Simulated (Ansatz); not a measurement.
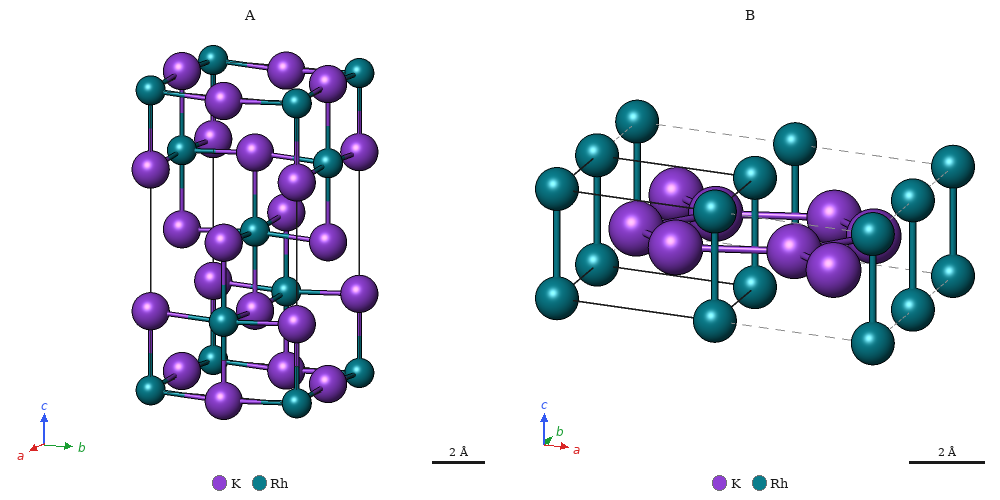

Two structures of K2Rh, each relaxed to rest (conventional cells in solid outline, small ones repeated, not to one scale). Method: Ansatz 0.2.0, DFT PBE, scalar-relativistic, plane waves, PAW, without spin polarisation.

What structure does each panel show?

Answer. A: 12 atoms a cell on a body-centred tetragonal lattice, I4_1/amd. B: AlB₂ type, P6/mmm.

Which structure is more stable?

Answer. B is lower, by 173 meV/atom at this level of theory (energies at zero smearing). Volumes: A 38.8, B 27.1 Å³/atom.

One or both may be structure types tried for this composition rather than known phases.
